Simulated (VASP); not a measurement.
Band structure of MoTe2 (2H layered). Computed with vdW-DF2, VASP's PBE PAW potentials (set 64) (plane waves; VASP 6.6.1).

Unless said otherwise, spin-orbit coupling is left out, though it shifts the bands of the heavy elements here.

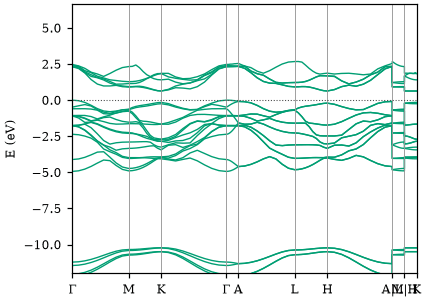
*Bands along high-symmetry lines, zero at the valence-band maximum or, without a gap, the Fermi level*

Read the plot: is there a gap, and where are the band edges?

The gap is indirect, 0.63 eV, from the valence maximum at Γ to the conduction minimum at K. (Edges off the drawn lines would not show.)

Measured: gap 1.06 eV at 4 K (computed value off by -0.43 eV), as given by Desman Perdamaian Gulo et al., Physical Review Materials (2023), doi:10.1103/physrevmaterials.7.044001.

The compound is MoTe2 in the 2H layered structure. It was relaxed first, which changed the volume by +19 %.
